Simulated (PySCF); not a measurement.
## A study: C2H12B2N3Si, doublet, SMILES `BNB(N)[CH]CN[SiH3]`

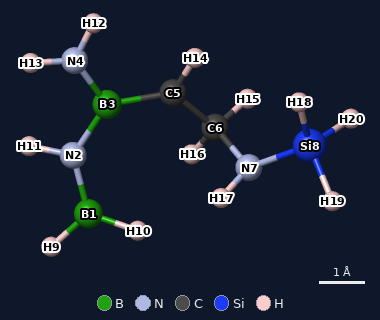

The molecule, with its atoms numbered as below. No frequency check shows the geometry to be a minimum.

Coordinates in Å:

```
B1       2.0007    2.0215    0.3334
N2       2.4330    0.7194    0.1154
B3       1.7364   -0.5520   -0.0191
N4       2.4743   -1.7126    0.3078
C5       0.3205   -0.7459   -0.5375
C6      -0.5968    0.2737   -1.1027
N7      -1.5209    0.6812   -0.0484
Si8     -2.9250   -0.2084    0.3872
H9       2.7983    2.8815    0.4229
H10      0.8611    2.2651    0.4567
H11      3.4367    0.5953    0.1201
H12      2.0974   -2.6393    0.2245
H13      3.4263   -1.7010    0.6305
H14     -0.1471   -1.7178   -0.4267
H15     -1.1985   -0.1285   -1.9230
H16     -0.0519    1.1538   -1.4536
H17     -1.0141    1.1508    0.6892
H18     -2.7090   -1.5369    0.9857
H19     -3.6050    0.6499    1.3550
H20     -3.6766   -0.3858   -0.8565
```

Part 1: Bonding charge

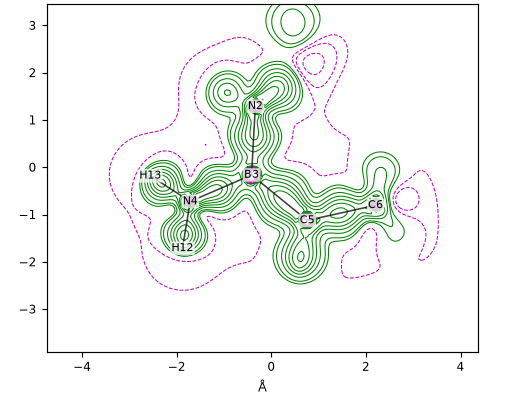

Deformation density (molecule less spherical, spin-averaged free atoms) in the plane of N2, B3, N4, C5, C6, H12 and H13; contours at ±0.05 to ±0.8 e/Å³; solid green lines: gain, dashed magenta lines: loss.

PySCF calculation, HF/6-31+G*, gas phase; geometry: GFN2-xTB. The stability of the open-shell solution wasn't checked. GFN2-xTB doesn't know the spin state, so this open-shell geometry is rough.

> How much density has each bond in this plane gained at its critical point, relative to the free atoms?

N4–H12: +0.69 e/Å³ at the bond critical point (bond length 1.00 Å). N4–H13: +0.69 e/Å³ at the bond critical point (bond length 1.00 Å). C5–C6: +0.66 e/Å³ at the bond critical point (bond length 1.48 Å). B3–C5: +0.52 e/Å³ at the bond critical point (bond length 1.52 Å). B3–N4: +0.41 e/Å³ at the bond critical point (bond length 1.41 Å). N2–B3: +0.38 e/Å³ at the bond critical point (bond length 1.46 Å). In all, 5.0 electrons gather in the regions of gain relative to the promolecule.

> Where do the Hirshfeld charges lie?

The highest Hirshfeld charge is on Si8 (+0.42 e), the lowest on N2 (−0.34 e).

Part 2: Bond critical points

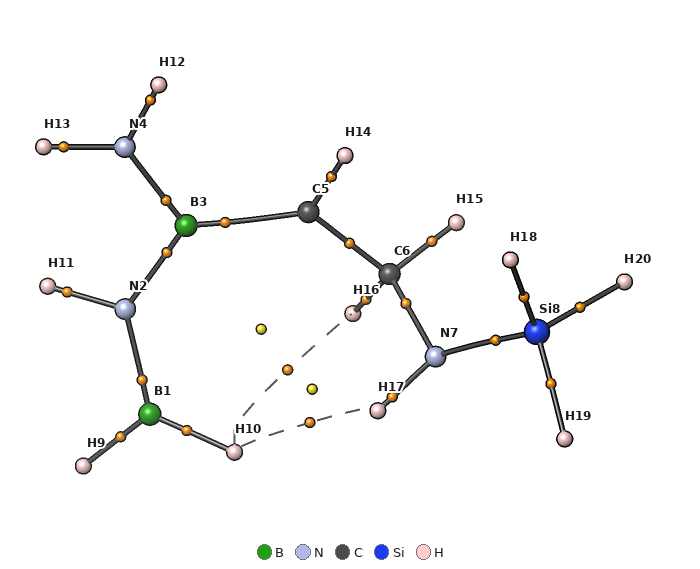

Molecular graph of the electron density (QTAIM): bond paths, bond critical points (orange), ring points (yellow, if any); weak paths are dashed.

> How many critical points of each kind are there, and does the count close?

20 nuclei, 21 bond, 2 ring and 0 cage critical points: 20 − 21 + 2 − 0 = 1, as the Poincaré–Hopf relation requires.

> Tabulate density, Laplacian, ellipticity and energy density at the bond critical points (atomic units).

```csv
bond,length (Å),ρ (a.u.),∇²ρ (a.u.),ε,H (a.u.)
N4–H12,1.004,0.336,−1.71,0.04,−0.472
N4–H13,1.005,0.335,−1.69,0.04,−0.469
N2–H11,1.011,0.334,−1.67,0.02,−0.466
N7–H17,1.011,0.331,−1.65,0.04,−0.462
C6–H16,1.093,0.283,−1.02,0.02,−0.288
C6–H15,1.094,0.280,−1.00,0.02,−0.284
C5–C6,1.483,0.280,−0.79,0.02,−0.258
C5–H14,1.084,0.278,−0.97,0.01,−0.285
C6–N7,1.460,0.265,−0.84,0.02,−0.364
B1–N2,1.389,0.212,+0.83,0.04,−0.168
B3–N4,1.414,0.201,+0.74,0.02,−0.156
B3–C5,1.520,0.198,+0.01,0.03,−0.200
N2–B3,1.456,0.189,+0.57,0.09,−0.149
B1–H10,1.172,0.186,−0.30,0.16,−0.205
B1–H9,1.176,0.186,−0.33,0.16,−0.206
N7–Si8,1.718,0.127,+0.76,0.14,−0.041
Si8–H19,1.461,0.122,+0.21,0.02,−0.081
Si8–H20,1.464,0.121,+0.21,0.02,−0.080
Si8–H18,1.473,0.119,+0.20,0.03,−0.079
H10–H16,2.391,0.008,+0.03,0.17,+0.002
H10–H17,2.194,0.007,+0.03,0.17,+0.002
```

> What kind of interaction is N2–H11?

Shared-shell (covalent): ρ = 0.334, ∇²ρ = −1.67, H = −0.466 a.u.

> Are there bond paths between atoms that aren't covalently bonded?

Yes: H10–H16 (2.39 Å, ρ = 0.008); H10–H17 (2.19 Å, ρ = 0.007).

Part 3: Local ionisation energy

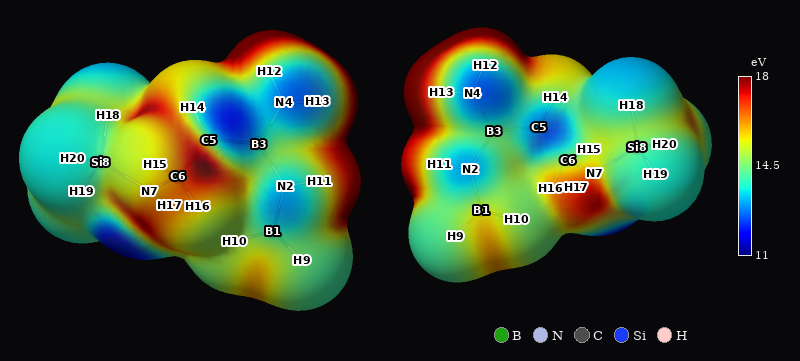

Average local ionisation energy on the surface of electron density 0.001 a.u. (back view left, front view right).

> Where are the most loosely bound electrons on this surface?

The lowest value is 11.3 eV, 2.1 Å from N7. Further minima include 11.9 eV, over C5, off the plane of its three bonds (2.0 Å); 12.5 eV, over N4, off the plane of its three bonds (2.1 Å); 12.5 eV, over C5, off the plane of its three bonds (2.1 Å). For comparison, the highest occupied orbital lies at −9.2 eV.

> What volume does the surface enclose, and what is the dipole moment?

About 196 Å³; the dipole moment is 3.0 D.

Part 4: Spin density

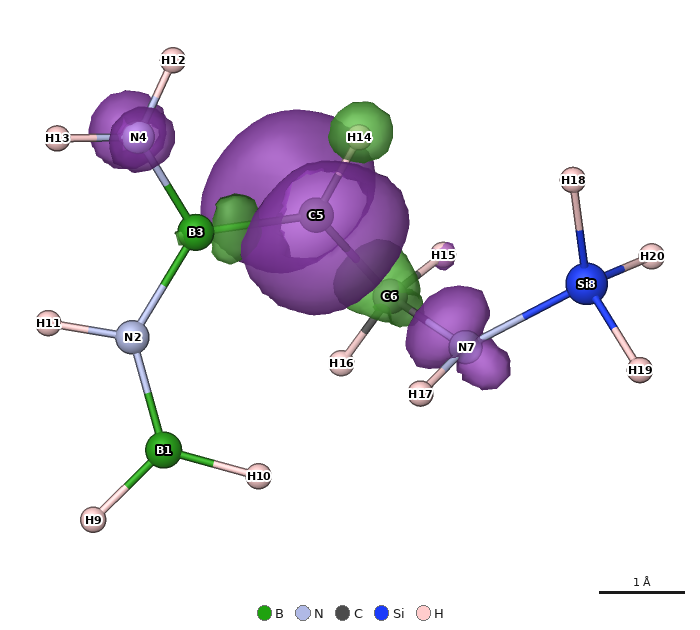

Spin density ρα − ρβ at ±0.03 e/Å³ (purple: excess α, green: excess β).

> Give the atomic spin populations that go with this picture.

Hirshfeld spin populations: C5 +0.70, B3 +0.09, N7 +0.07 and N4 +0.05. ⟨S²⟩ = 0.76, against 0.75 for a pure state. The picture also shows regions of β spin from spin polarisation; the Hirshfeld sums, whose atoms overlap, net them against the α spin of neighbours.

Part 5: In an electric field

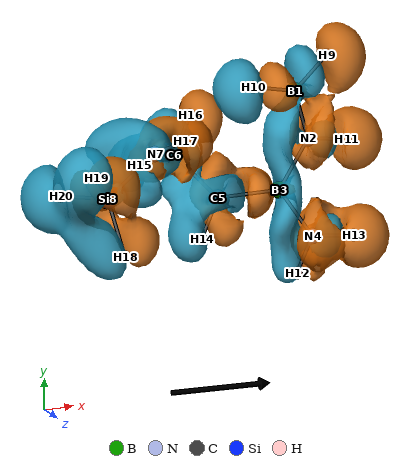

Change of the electron density in a uniform field of 0.41 V/Å along +x (arrow), surfaces at ±0.003 e/Å³ (light blue: gain, orange: loss).

Computed with PySCF, PBE0/cc-pVDZ, geometry: GFN2-xTB. A basis without diffuse functions makes polarisabilities too small. The stability of the open-shell solution wasn't checked. GFN2-xTB doesn't know the spin state, so this open-shell geometry is rough.

> How large is the response?

The induced dipole is 2.36 D (along the field); α along this axis, from the fields in both directions, is 118 bohr³ (17.5 Å³).

> Which atoms gain and lose the most charge?

Electrons gather most on Si8 (Hirshfeld charge changes by −0.018 e) and leave H13 most (+0.016 e); 0.188 electrons are displaced in all.

Part 6: Removing or adding an electron

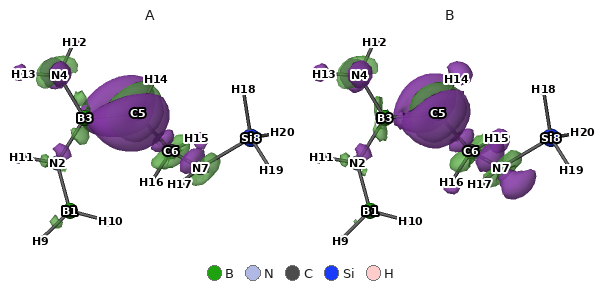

The two Fukui functions at ±0.04 e/Å³ (purple positive, green negative).

Computed with PySCF, HF/cc-pVDZ, geometry: GFN2-xTB. GFN2-xTB doesn't know the spin state, so this open-shell geometry is rough.

> Which panel is f⁻ (electron removed) and which f⁺ (electron added)?

A is f⁺, B is f⁻. f⁻ (Hirshfeld-condensed) is largest on C5 (0.33); the vertical ionisation energy is 7.52 eV (to the singlet cation, which needn't be its lowest state). f⁺ (Hirshfeld-condensed) is largest on C5 (0.29); the vertical electron affinity is −1.15 eV (to the singlet anion, which needn't be its lowest state; negative, but this basis has no diffuse functions, so it doesn't show that the anion is unbound).
